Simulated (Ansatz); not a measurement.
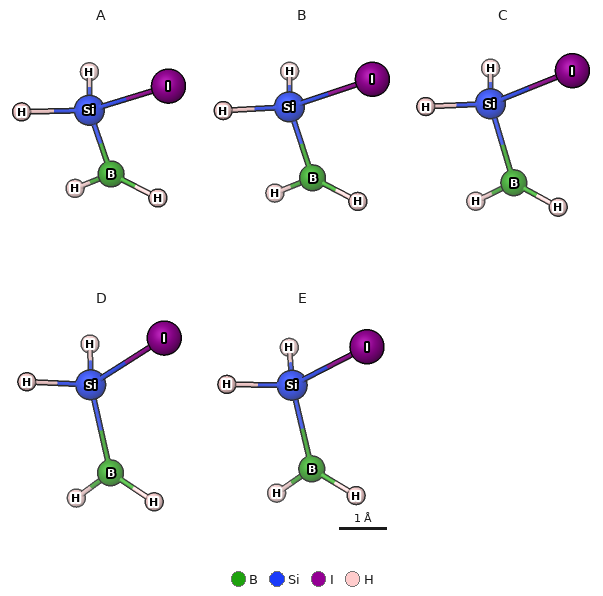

5 geometries from one relaxation of BSiH₄I, in shuffled order. Style: ball-and-stick. Shown at a tilt.

It is one of the separated reactants of a reaction.

Computed with RKS PBE-D4/def2-SVP in Ansatz 0.2.0. (force threshold 0.03 eV/Å; at most 250 steps)

Question: Put them in the order of the run, from the start to the converged end.

Answer: A, B, C, E, D. They are steps 0, 1, 2, 3, 6, at +134.2 kcal/mol, +53.6 kcal/mol, +14.9 kcal/mol, +3.94 kcal/mol relative to the last. The I atom moves most after the best rigid fit: 0.71 Å. By element the largest moves are I 0.71 Å, H 0.62 Å, B 0.38 Å, Si 0.21 Å. Near-neighbour distances that change, for instance: B–I 2.859 → 3.785 Å, H–Si 1.970 → 2.792 Å, B–Si 1.473 → 2.013 Å, I–Si 2.327 → 2.478 Å. Bond angles that change, for instance: B–Si–I 94.9° → 114.5°, Si–B–H 98.7° → 117.4°, H–B–H 136.6° → 118.8°. Over 6 geometry steps the energy falls by 134.2 kcal/mol. Largest force component: 20 eV/Å at the start, 0.029 eV/Å at the end.
